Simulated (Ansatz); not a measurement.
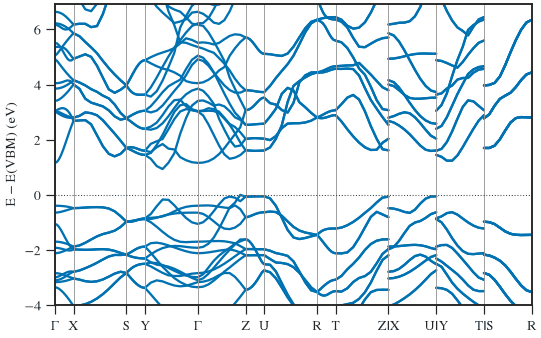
Figure. Band structure from PBE (plane waves, PAW; program Ansatz)

### Question
Read off the gap and where the band edges lie.

### Answer
About 0.9 eV (0.93 eV by a search for the band edges); maximum on the Γ–Z line, 91 % of the way from Γ, minimum on the Y–Γ line, 32 % of the way from Y.

The material is SnS in space group Pnma (No. 62; Sn on 4c, S on 4c).

The cell was relaxed with PBE under the symmetry of its start. A crystal of weakly bound layers computed without a dispersion correction: the cell and the soft elastic constants depend strongly on that. Scalar-relativistic: spin–orbit coupling is off unless named, which matters more the heavier the elements.

Potentials: the later of the program's two PAW sets.
